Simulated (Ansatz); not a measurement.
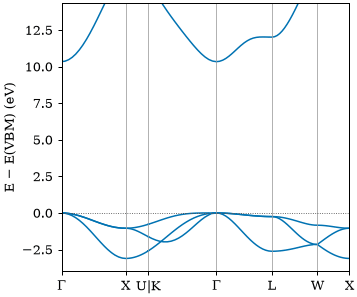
Band structure from r²SCAN in the plane-wave PAW code Ansatz

Question: Read off the gap and where the band edges lie.

Answer: About 10.3 eV (10.34 eV by a search for the band edges); maximum on the K–Γ line, 85 % of the way from K, minimum at Γ.

The material is LiF (rock salt, Fm-3m).

The r²SCAN relaxation kept the symmetry of its start.

Potentials: the earlier of the program's two PAW sets.
